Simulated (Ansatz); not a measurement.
# AlBH2 (triplet): correlated methods under varied settings at scale of all distances = 2.025

What do other methods and options give for AlBH2 (triplet) at this geometry, and how long do they take?

Computed with Ansatz 0.2.0, Gaussian basis. Level: the settings change from run to run.

11 further runs of the same task are left out: 9 that didn't finish, 2 set aside as unsound or not needed.

### 1 The system

The geometry derives from a PBE0/def2-TZVP stationary point (not a proven minimum). All distances are scaled together.

4 atoms, charge 0, spin multiplicity 3.

Atoms are counted from 1 here; the program's logs count them from 0.

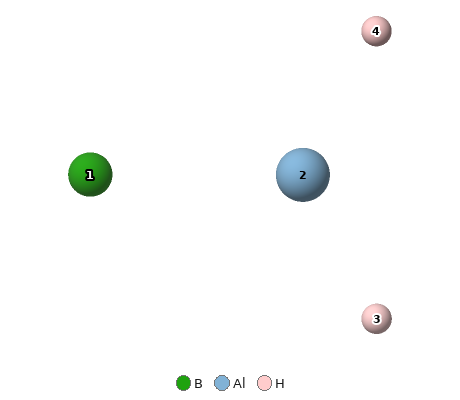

The geometry (boron green, aluminium light blue, hydrogen pink); atoms are numbered from 1 in the order of the file.

### 2 CISD/STO-3G

Input file in.yaml:

```yaml
crystal:
  periodic: [false, false, false]
  atoms:
    - {symbol: B, position_ang: [0.000000, 0.000000, 3.141016]}
    - {symbol: Al, position_ang: [0.000000, 0.000000, -1.069623]}
    - {symbol: H, position_ang: [0.000000, -2.857937, -2.528650]}
    - {symbol: H, position_ang: [0.000000, 2.857937, -2.528650]}
basis:
  gaussian: {orbitals: STO-3G}
magnetization: {spin_polarized: false, initial_magnetization: 2}
correlation: {active_space: {ras: {orbitals: [3, 2, 5], electrons: 8, max_holes: 2, max_particles: 2}, fixed_orbitals: true}}
scf: {lower_state_search: off}
output: {forces: true}
```

Started as:

```console
$ ansatz run in.yaml --threads 1 --pin off --events-out ev --progress --plain --max-ram 2393MiB
```

The log of the run:

```text
Functional definition: HF
  name "HF"
  cite "Fock, Z. Phys. 61, 126 (1930) doi:10.1007/BF01340294"
  parent pbe
  exchange = exact_x
  correlation = 0
these checks for a lower state are left out or cut short: starts, cluster_reference, orbital_swaps, neighbouring_geometries, increment
172 factors; integrals over basis functions are off by at most 2.6e-5 eV
mean field evaluation 1: about -7178.8952 eV, gradient 7.5e0 eV
mean field evaluation 2: about -7178.8991 eV, gradient 7.5e0 eV
mean field evaluation 4: about -7179.6316 eV, gradient 1.1e0 eV
mean field evaluation 8: about -7179.6626 eV, gradient 5.5e-3 eV
mean field evaluation 16: about -7179.6626 eV, gradient 2.4e-5 eV
mean field -7180.57544141 eV, -263.8812803029 hartree, gradient 7.0e-8 eV, S^2 2.000000; 1 other end points of the search recorded, 0 dependent functions left out
reference -7180.57544141 eV, -263.8812803029 hartree; 11, 9 occupied and 5, 7 virtual orbitals, 172 factors
state -7183.74323607 eV, -263.9976946097 hartree
the calculation of the forces begins
mean field evaluation 32: about -7180.5754 eV, gradient 7.0e-8 eV
WARN: the results are in doubt because the forces break the atoms' symmetry
Total energy: -7183.74323607 eV, -263.9976946097 hartree
Atom 0 at     0.000000     0.000000     3.141016 Å, force     0.000000    -0.003299    -0.023241 eV/Å
Atom 1 at     0.000000     0.000000    -1.069623 Å, force     0.000000    -1.624687    -0.948377 eV/Å
Atom 2 at     0.000000    -2.857937    -2.528650 Å, force    -0.000000     1.723287     0.903796 eV/Å
Atom 3 at     0.000000     2.857937    -2.528650 Å, force     0.000000    -0.095302     0.067822 eV/Å
Dipole moment:    -0.000000     0.505964     0.308335 e Å
In doubt: the forces break the atoms' symmetry
Checks for a lower state left out: starts, cluster_reference, orbital_swaps, neighbouring_geometries, increment
```

It took 0.27 s on 1 thread of Intel Xeon Platinum 8488C, shared host.

From the report: 1,202 determinants. The program marks this result as in doubt; its last lines say why.

### 3 CCSD(T)/def2-mTZVP

Input file in.yaml:

```yaml
crystal:
  periodic: [false, false, false]
  atoms:
    - {symbol: B, position_ang: [0.000000, 0.000000, 3.141016]}
    - {symbol: Al, position_ang: [0.000000, 0.000000, -1.069623]}
    - {symbol: H, position_ang: [0.000000, -2.857937, -2.528650]}
    - {symbol: H, position_ang: [0.000000, 2.857937, -2.528650]}
basis:
  gaussian: {orbitals: def2-mTZVP}
magnetization: {spin_polarized: false, initial_magnetization: 2}
hamiltonian: {xc: {name: PBE0}}
correlation: {method: ccsd_t, electrons: all}
```

The command is unchanged.

The log of the run (excerpt; [...] marks lines left out):

```text
Functional definition: PBE0
  name "PBE0"
  cite "Adamo & Barone, J. Chem. Phys. 110, 6158 (1999) doi:10.1063/1.478522"
  cite "Perdew, Burke & Ernzerhof, Phys. Rev. Lett. 77, 3865 (1996) doi:10.1103/PhysRevLett.77.3865"
  parent pbe
[...]
439 factors; integrals over basis functions are off by at most 5.7e-4 eV
[...]
mean field -7289.52191495 eV, -267.8849893590 hartree, gradient 1.9e-6 eV, S^2 2.000000; 9 other end points of the search recorded, 0 dependent functions left out
[...]
unrestricted determinant -7276.62756319 eV, -267.4111306720 hartree, S^2 2.7776
reference -7275.33521524 eV, -267.3636377606 hartree; 11, 9 occupied and 36, 38 virtual orbitals, 439 factors
second order -5.06381680 eV of doubles, -0.31552159 eV of singles
cycle   1  -5.96305079 eV  change   -6.0e-1 eV  update   1.3e-1
[...]
cycle  35  -6.65158030 eV  change   -5.0e-6 eV  update   2.0e-5
perturbative correction -0.17906640 eV, -0.0065805688 hartree
Total energy: -7282.16586194 eV, -267.6146593969 hartree
```

Wall time 9 s (1 thread of Intel Xeon Platinum 8488C, shared host).

From the report: correlation -6.8306 eV; T1 0.040; largest double amplitude 0.18. The orbitals are Kohn-Sham ones, so correlation energy and T1 don't compare with those on Hartree-Fock orbitals.

### 4 CISD/6-31G

in.yaml, as its differences from that of step 3:

```diff
@@ -8,5 +8,5 @@
 basis:
-  gaussian: {orbitals: def2-mTZVP}
+  gaussian: {orbitals: 6-31G}
 magnetization: {spin_polarized: false, initial_magnetization: 2}
-hamiltonian: {xc: {name: PBE0}}
-correlation: {method: ccsd_t, electrons: all}
+correlation: {active_space: {ras: {orbitals: [3, 2, 15], electrons: 8, max_holes: 2, max_particles: 2}, fixed_orbitals: true}}
+scf: {lower_state_search: off}
```

Launched as before.

The log of the run (excerpt; [...] marks lines left out):

```text
Functional definition: HF
  name "HF"
  cite "Fock, Z. Phys. 61, 126 (1930) doi:10.1007/BF01340294"
  parent pbe
[...]
330 factors; integrals over basis functions are off by at most 2.0e-4 eV
[...]
mean field -7274.74041138 eV, -267.3417791220 hartree, gradient 4.6e-6 eV, S^2 2.000000; 0 other end points of the search recorded, 0 dependent functions left out
reference -7274.74041138 eV, -267.3417791220 hartree; 11, 9 occupied and 15, 17 virtual orbitals, 330 factors
state -7277.67447916 eV, -267.4496041242 hartree
Total energy: -7277.67447916 eV, -267.4496041242 hartree
Checks for a lower state left out: stability, starts, cluster_reference, orbital_swaps, neighbouring_geometries, increment
```

Run time: 0.42 s. Hardware: 1 thread of Intel Xeon Platinum 8488C, shared host.

From the report: 11,756 determinants.

### 5 CCSD on ROHF/6-31G

in.yaml, as its differences from that of step 4:

```diff
@@ -10,3 +10,3 @@
 magnetization: {spin_polarized: false, initial_magnetization: 2}
-correlation: {active_space: {ras: {orbitals: [3, 2, 15], electrons: 8, max_holes: 2, max_particles: 2}, fixed_orbitals: true}}
-scf: {lower_state_search: off}
+correlation: {method: ccsd, electrons: outside_noble_gas}
+accuracy: high
```

Same command.

The log of the run (excerpt; [...] marks lines left out):

```text
Functional definition: HF
  name "HF"
  cite "Fock, Z. Phys. 61, 126 (1930) doi:10.1007/BF01340294"
  parent pbe
[...]
555 factors; integrals over basis functions are off by at most 4.3e-9 eV
[...]
mean field -7274.74046696 eV, -267.3417811645 hartree, gradient 3.9e-8 eV, S^2 2.000000; 25 other end points of the search recorded, 0 dependent functions left out
[...]
determinant -7274.74046696 eV, -267.3417811645 hartree, with singles and doubles -7278.08724233 eV, -267.4647728907 hartree
determinant -7274.65799612 eV, -267.3387504171 hartree, with singles and doubles -7278.02617176 eV, -267.4625285889 hartree
determinant -7274.64293574 eV, -267.3381969584 hartree, with singles and doubles -7278.00821034 eV, -267.4618685190 hartree
determinant -7273.76331930 eV, -267.3058716506 hartree, with singles and doubles -7277.47004748 eV, -267.4420913987 hartree
[...]
determinant -7273.19487883 eV, -267.2849818486 hartree, with singles and doubles -7278.11892671 eV, -267.4659372703 hartree
[...]
determinant -7273.07756326 eV, -267.2806705806 hartree, with singles and doubles -7278.11227117 eV, -267.4656926837 hartree
determinant -7273.07756326 eV, -267.2806705806 hartree, with singles and doubles -7278.13889420 eV, -267.4666710622 hartree
unrestricted determinant -7275.79906866 eV, -267.3806840595 hartree, S^2 2.7776
6 core orbitals not correlated: weight in the atoms' cores, before any rotation towards them, 1.000 or more for the frozen orbitals, at most 0.000 for the correlated occupied ones
reference -7273.69691095 eV, -267.3034311886 hartree; 5, 3 occupied and 15, 17 virtual orbitals, 555 factors
second order -2.23238136 eV of doubles, -0.46917345 eV of singles
cycle   1  -4.41170242 eV  change    6.3e-7 eV  update   1.6e-6
[...]
cycle  24  -4.41170073 eV  change  -1.3e-10 eV  update  1.8e-10
WARN: these amplitudes may be one of several solutions (largest doubles amplitude 0.22, level shift 5.90 eV)
Total energy: -7278.10861168 eV, -267.4655582000 hartree
```

It took 5.5 s on 1 thread of Intel Xeon Platinum 8488C, shared host.

From the report: correlation -4.4117 eV; T1 0.096; largest double amplitude 0.22. The report flags that the cluster equations may have other roots.

### 6 CCSDT(Q)/B on ROHF/6-31G

in.yaml, as its differences from that of step 5:

```diff
@@ -10,3 +10,4 @@
 magnetization: {spin_polarized: false, initial_magnetization: 2}
-correlation: {method: ccsd, electrons: outside_noble_gas}
-accuracy: high
+hamiltonian: {pseudopotentials: {relativity: scalar}}
+correlation: {method: ccsdt_q_b, electrons: outside_noble_gas}
+scf: {lower_state_search: off}
```

The command is unchanged.

The log of the run (excerpt; [...] marks lines left out):

```text
Functional definition: HF
  name "HF"
  cite "Fock, Z. Phys. 61, 126 (1930) doi:10.1007/BF01340294"
  parent pbe
[...]
543 factors; integrals over basis functions are off by at most 1.3e-7 eV
[...]
mean field -7285.71648065 eV, -267.7451422279 hartree, gradient 2.8e-6 eV, S^2 2.000000; 0 other end points of the search recorded, 0 dependent functions left out
6 core orbitals not correlated: weight in the atoms' cores, before any rotation towards them, 1.000 or more for the frozen orbitals, at most 0.000 for the correlated occupied ones
reference -7285.71648065 eV, -267.7451422279 hartree; 5, 3 occupied and 15, 17 virtual orbitals, 543 factors
second order -1.82943104 eV of doubles, -0.00514626 eV of singles
cycle   1  -2.55306538 eV  change   -7.2e-1 eV  update   1.4e-1
[...]
cycle   4  -3.49752719 eV  change    2.2e-7 eV  update   6.1e-7
perturbative correction -0.00741405 eV, -0.0002724613 hartree
Total energy: -7289.22142190 eV, -267.8739464430 hartree
Relativity: scalar
Checks for a lower state left out: stability, starts, cluster_reference, orbital_swaps, neighbouring_geometries, increment
```

Run time: 4.8 s. Hardware: 1 thread of Intel Xeon Platinum 8488C, shared host.

From the report: correlation -3.5049 eV; T1 0.144; largest double amplitude 0.30.

### 7 CCSDT(Q)/B on ROHF/6-31G

in.yaml, as its differences from that of step 6:

```diff
@@ -10,4 +10,3 @@
 magnetization: {spin_polarized: false, initial_magnetization: 2}
-hamiltonian: {pseudopotentials: {relativity: scalar}}
-correlation: {method: ccsdt_q_b, electrons: outside_noble_gas}
-scf: {lower_state_search: off}
+correlation: {method: ccsdt_q_b, electrons: valence}
+accuracy: high
```

The command is unchanged.

The log of the run (excerpt; [...] marks lines left out):

```text
Functional definition: HF
  name "HF"
  cite "Fock, Z. Phys. 61, 126 (1930) doi:10.1007/BF01340294"
  parent pbe
[...]
555 factors; integrals over basis functions are off by at most 4.3e-9 eV
[...]
mean field -7274.74046696 eV, -267.3417811645 hartree, gradient 3.9e-8 eV, S^2 2.000000; 25 other end points of the search recorded, 0 dependent functions left out
[...]
determinant -7274.74046696 eV, -267.3417811645 hartree, with singles and doubles -7278.08724233 eV, -267.4647728907 hartree
determinant -7274.65799612 eV, -267.3387504171 hartree, with singles and doubles -7278.02617176 eV, -267.4625285889 hartree
determinant -7274.64293574 eV, -267.3381969584 hartree, with singles and doubles -7278.00821034 eV, -267.4618685190 hartree
determinant -7273.76331930 eV, -267.3058716506 hartree, with singles and doubles -7277.47004748 eV, -267.4420913987 hartree
[...]
determinant -7273.07756326 eV, -267.2806705806 hartree, with singles and doubles -7278.11227117 eV, -267.4656926837 hartree
determinant -7273.07756326 eV, -267.2806705806 hartree, with singles and doubles -7278.13889420 eV, -267.4666710622 hartree
unrestricted determinant -7275.79906866 eV, -267.3806840595 hartree, S^2 2.7776
6 core orbitals not correlated: weight in the atoms' cores, before any rotation towards them, 1.000 or more for the frozen orbitals, at most 0.000 for the correlated occupied ones
reference -7273.69691095 eV, -267.3034311886 hartree; 5, 3 occupied and 15, 17 virtual orbitals, 555 factors
second order -2.23238136 eV of doubles, -0.46917345 eV of singles
cycle   1  -4.41170171 eV  change    1.3e-6 eV  update   4.0e-2
[...]
cycle  85  -4.55015554 eV  change  -1.2e-11 eV  update  2.6e-10
perturbative correction -0.00373006 eV, -0.0001370770 hartree
WARN: these amplitudes may be one of several solutions (largest doubles amplitude 0.23, level shift 5.90 eV)
Total energy: -7278.25079655 eV, -267.4707833976 hartree
```

Run time: 9.5 s. Hardware: 1 thread of Intel Xeon Platinum 8488C, shared host.

From the report: correlation -4.5539 eV; T1 0.092; largest double amplitude 0.23. The report flags that the cluster equations may have other roots.

### 8 MRCISD+Q(6,4)/6-31G*

in.yaml, as its differences from that of step 7:

```diff
@@ -8,5 +8,5 @@
 basis:
-  gaussian: {orbitals: 6-31G}
+  gaussian: {orbitals: "6-31G*"}
 magnetization: {spin_polarized: false, initial_magnetization: 2}
-correlation: {method: ccsdt_q_b, electrons: valence}
+correlation: {method: fic_mrcisd_q, electrons: outside_noble_gas, active_space: {window: {electrons: 6, orbitals: 4}}}
 accuracy: high
```

Same command.

The log of the run (excerpt; [...] marks lines left out):

```text
Functional definition: HF
  name "HF"
  cite "Fock, Z. Phys. 61, 126 (1930) doi:10.1007/BF01340294"
  parent pbe
[...]
666 factors; integrals over basis functions are off by at most 3.7e-9 eV
[...]
mean field -7274.79896978 eV, -267.3439311037 hartree, gradient 3.8e-8 eV, S^2 2.000000; 22 other end points of the search recorded, 0 dependent functions left out
[...]
reference -7273.75442820 eV, -267.3055449085 hartree; 11, 9 occupied and 27, 29 virtual orbitals, 666 factors
state -7274.79906881 eV, -267.3439347427 hartree
contracted CI cycle   1: correlation 0.00000000 eV, 0.0000000000 hartree, residual 1.04e1 eV
contracted CI cycle   2: correlation -3.11637553 eV, -0.1145246885 hartree, residual 3.11e0 eV
contracted CI cycle   3: correlation -3.48306786 eV, -0.1280003830 hartree, residual 1.50e0 eV
contracted CI cycle   4: correlation -3.55193897 eV, -0.1305313495 hartree, residual 5.32e-1 eV
[...]
contracted CI cycle  13: correlation -3.56207607 eV, -0.1309038811 hartree, residual 1.02e-3 eV
contracted CI cycle  14: correlation -3.56207610 eV, -0.1309038823 hartree, residual 4.17e-4 eV
contracted CI cycle  15: correlation -3.56207611 eV, -0.1309038826 hartree, residual 2.37e-4 eV
contracted CI cycle  16: correlation -3.56207611 eV, -0.1309038827 hartree, residual 1.44e-4 eV
contracted CI cycle  17: correlation -3.56207611 eV, -0.1309038827 hartree, residual 7.14e-5 eV
contracted CI cycle  18: correlation -3.56207611 eV, -0.1309038827 hartree, residual 3.55e-5 eV
contracted CI cycle  19: correlation -3.56207611 eV, -0.1309038827 hartree, residual 2.49e-5 eV
contracted CI cycle  20: correlation -3.56207611 eV, -0.1309038827 hartree, residual 1.57e-5 eV
contracted CI cycle  21: correlation -3.56207611 eV, -0.1309038827 hartree, residual 7.73e-6 eV
state -7274.79906881 eV, -267.3439347427 hartree; corrected -7279.14828584 eV, -267.5037655208 hartree
WARN: 2 active orbitals are nearly empty or full. The corrections depend on them more than the energy does, and are more stable in an active space without them
Total energy: -7279.14828584 eV, -267.5037655208 hartree
```

Run time: 3.8 s. Hardware: 1 thread of Intel Xeon Platinum 8488C, shared host.

From the report: 16 determinants; active occupations 2.00, 2.00, 1.00, 1.00. The report marks this result as in doubt.

### 9 CCSD(T) on ROHF/def2-SVPD

in.yaml, as its differences from that of step 8:

```diff
@@ -8,5 +8,4 @@
 basis:
-  gaussian: {orbitals: "6-31G*"}
+  gaussian: {orbitals: def2-SVPD}
 magnetization: {spin_polarized: false, initial_magnetization: 2}
-correlation: {method: fic_mrcisd_q, electrons: outside_noble_gas, active_space: {window: {electrons: 6, orbitals: 4}}}
-accuracy: high
+correlation: {method: ccsd_t, electrons: valence}
```

Launched as before.

The log of the run (excerpt; [...] marks lines left out):

```text
Functional definition: HF
  name "HF"
  cite "Fock, Z. Phys. 61, 126 (1930) doi:10.1007/BF01340294"
  parent pbe
[...]
569 factors; integrals over basis functions are off by at most 3.0e-4 eV
[...]
mean field -7272.58743697 eV, -267.2626587717 hartree, gradient 3.6e-6 eV, S^2 2.000000; 26 other end points of the search recorded, 0 dependent functions left out
[...]
determinant -7272.58743697 eV, -267.2626587717 hartree, with singles and doubles -7276.93422708 eV, -267.4224003620 hartree
determinant -7272.52119406 eV, -267.2602243899 hartree, with singles and doubles -7276.89013504 eV, -267.4207800095 hartree
determinant -7272.50999678 eV, -267.2598128972 hartree, with singles and doubles -7276.87728977 eV, -267.4203079546 hartree
determinant -7271.54290304 eV, -267.2242728578 hartree, with singles and doubles -7276.87869138 eV, -267.4203594626 hartree
[...]
determinant -7271.44443264 eV, -267.2206541373 hartree, with singles and doubles -7276.83647291 eV, -267.4188079624 hartree
determinant -7270.77256246 eV, -267.1959633637 hartree, with singles and doubles -7276.93805635 eV, -267.4225410853 hartree
determinant -7270.77256246 eV, -267.1959633637 hartree, with singles and doubles -7276.92292374 eV, -267.4219849718 hartree
unrestricted determinant -7273.61295739 eV, -267.3003459523 hartree, S^2 2.8076
6 core orbitals not correlated: weight in the atoms' cores, before any rotation towards them, 1.000 or more for the frozen orbitals, at most 0.000 for the correlated occupied ones
reference -7272.58743697 eV, -267.2626587717 hartree; 5, 3 occupied and 49, 51 virtual orbitals, 569 factors
second order -2.72539012 eV of doubles, -0.06578070 eV of singles
cycle   1  -4.32820575 eV  change   -4.3e-7 eV  update   9.0e-6
perturbative correction -0.16925896 eV, -0.0062201521 hartree
Total energy: -7277.08490168 eV, -267.4279375514 hartree
```

It took 30 s on 1 thread of Intel Xeon Platinum 8488C, shared host.

From the report: correlation -4.4975 eV; T1 0.087; largest double amplitude 0.16.

### 10 CCSDT/6-31G

in.yaml, as its differences from that of step 9:

```diff
@@ -8,4 +8,5 @@
 basis:
-  gaussian: {orbitals: def2-SVPD}
-magnetization: {spin_polarized: false, initial_magnetization: 2}
-correlation: {method: ccsd_t, electrons: valence}
+  gaussian: {orbitals: 6-31G}
+magnetization: {spin_polarized: true, initial_magnetization: 2}
+hamiltonian: {xc: {name: r2SCAN}}
+correlation: {method: ccsdt, electrons: outside_noble_gas}
```

Launched as before.

The log of the run (excerpt; [...] marks lines left out):

```text
Functional definition: r2SCAN
  name "r2SCAN"
  cite "Furness, Kaplan, Ning, Perdew & Sun, J. Phys. Chem. Lett. 11, 8208 (2020) doi:10.1021/acs.jpclett.0c02405"
  cite "Furness, Kaplan, Ning, Perdew & Sun, J. Phys. Chem. Lett. 11, 9248 (2020) doi:10.1021/acs.jpclett.0c03077"
  parent r2scan
[...]
543 factors; integrals over basis functions are off by at most 1.3e-7 eV
[...]
mean field -7291.93702778 eV, -267.9737431184 hartree, gradient 1.2e-6 eV, S^2 2.406311; 9 other end points of the search recorded, 0 dependent functions left out
6 core orbitals not correlated: weight in the atoms' cores, before any rotation towards them, 1.000 or more for the frozen orbitals, at most 0.000 for the correlated occupied ones
reference -7275.19662950 eV, -267.3585448288 hartree; 5, 3 occupied and 15, 17 virtual orbitals, 543 factors
second order -1.48376924 eV of doubles, -0.26790350 eV of singles
cycle   1  -2.32236205 eV  change   -5.6e-1 eV  update   9.6e-2
[...]
cycle  60  -3.01552518 eV  change    5.9e-8 eV  update   5.5e-7
Total energy: -7278.21215468 eV, -267.4693633352 hartree
```

It took 17 s on 1 thread of Intel Xeon Platinum 8488C, shared host.

From the report: ⟨S²⟩ of the determinant 2.406 (pure triplet: 2.00); correlation -3.0155 eV; T1 0.047; largest double amplitude 0.21. The orbitals are Kohn-Sham ones, so correlation energy and T1 don't compare with those on Hartree-Fock orbitals.

### 11 All runs side by side

Where basis and cores are those of an earlier FCI/6-31G run (-7278.2516 eV), and the state is the same kind, the miss against it is given. † marks a result that the program doubts.

```tsv
level	correlated	functions	energy (eV)	from FCI (meV)	time
CISD/STO-3G †	outside noble gas	16	-7183.7432		0.27 s
CCSD(T)/def2-mTZVP (on PBE0 orbitals)	all	47	-7282.1659		9 s
CISD/6-31G	outside noble gas	26	-7277.6745	577.1	0.42 s
CCSD on ROHF/6-31G †	outside noble gas	26	-7278.1086	143.0	5.5 s
CCSDT(Q)/B on ROHF/6-31G (relativity set)	outside noble gas	26	-7289.2214		4.8 s
CCSDT(Q)/B on ROHF/6-31G †	valence	26	-7278.2508	0.8	9.5 s
MRCISD+Q(6,4)/6-31G* †	outside noble gas	38	-7279.1483		3.8 s
CCSD(T) on ROHF/def2-SVPD	valence	60	-7277.0849		30 s
CCSDT/6-31G (on r2SCAN orbitals)	outside noble gas	26	-7278.2122	39.4	17 s
```

### 12 Summary of results

```
quantity                            value
    runs                                9
quickest            CISD/STO-3G †, 0.27 s
 slowest  CCSD(T) on ROHF/def2-SVPD, 30 s
```

What this shows: Total energies in different bases, with other cores or another treatment of relativity can't be set against each other. CCSD(T) on ROHF/def2-SVPD took 109 times as long as CISD/STO-3G †; the jobs differ in more than the method. Among the correlated runs with a miss given, it spans +1 to +577 meV. Cores frozen from Kohn-Sham orbitals shift the total energy.
